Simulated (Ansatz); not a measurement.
The calculation's input:

```
crystal:
  periodic: [false, false, false]
  atoms:
    - symbol: C
      position_ang: [-1.788946, -0.846587, -1.510232]
    - symbol: O
      position_ang: [-1.407072, 0.515464, -1.933943]
    - symbol: Si
      position_ang: [-0.175396, -0.516636, -2.421639]
    - symbol: H
      position_ang: [-2.686512, -1.203190, -2.017513]
    - symbol: H
      position_ang: [-1.839764, -0.945145, -0.424957]
basis:
  gaussian:
    orbitals: def2-TZVPD
hamiltonian:
  xc: pbe0
output: {forces: true, orbitals: {seedname: orbitals}}
```

Launched as:

```sh
ansatz run input.yaml --threads 1 --pin off --max-ram 2610MiB --events-out events.jsonl --progress --plain --runs-dir runs
```

Geometry: B3LYP/6-31G*.

These are results of isolated molecule in a Gaussian basis; Kohn-Sham density functional theory, functional PBE0 in Ansatz 0.2.0, not measurements.

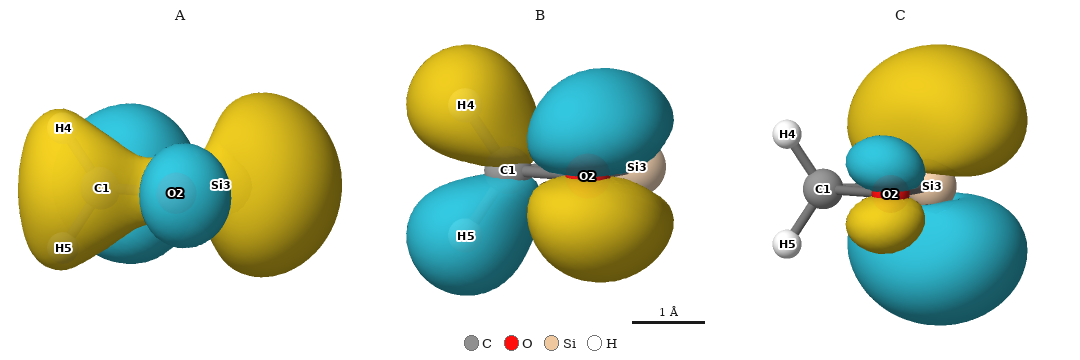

CH$_{2}$OSi (SMILES C1O[Si]1). Three frontier orbitals at ±0.1 Å⁻³ᐟ² (yellow and cyan are the two phases), in no order.

> Which picture is the HOMO−1, the HOMO and the LUMO?

B is the HOMO−1 (−8.74 eV). Its weight (Hirshfeld) is mainly on O2 (about 55 %), C1 (about 15 %), H4 (about 10 %) and H5 (about 10 %). A is the HOMO (−7.02 eV). By Hirshfeld shares it lies mainly on Si3 (about 45 %), C1 (about 35 %) and O2 (about 15 %). C is the LUMO (−2.27 eV). Its weight (Hirshfeld) is mainly on Si3 (about 85 %) and O2 (about 10 %).

> What is the HOMO–LUMO gap?

4.75 eV between the orbital energies.
